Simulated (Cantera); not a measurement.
Feed: 1 mol Al, 3.9 mol HCl, 10 mol N2, equilibrated at 0.100 bar.

Equilibrium computed with Cantera from the NASA thermochemical tables; the gas is ideal and each condensed phase is pure. Candidate condensed phases: Al, AlCl3, AlN, NH4Cl; 20 gas species. Rates play no part.

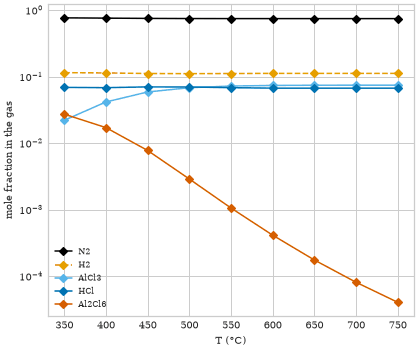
Equilibrium gas composition (values under 1e-9 drawn at 1e-9)

Problem. Read off the mole fractions at 400 °C.

Solution. N2 about 0.76, H2 about 0.11, HCl about 0.068, AlCl3 about 0.042, Al2Cl6 about 0.017.
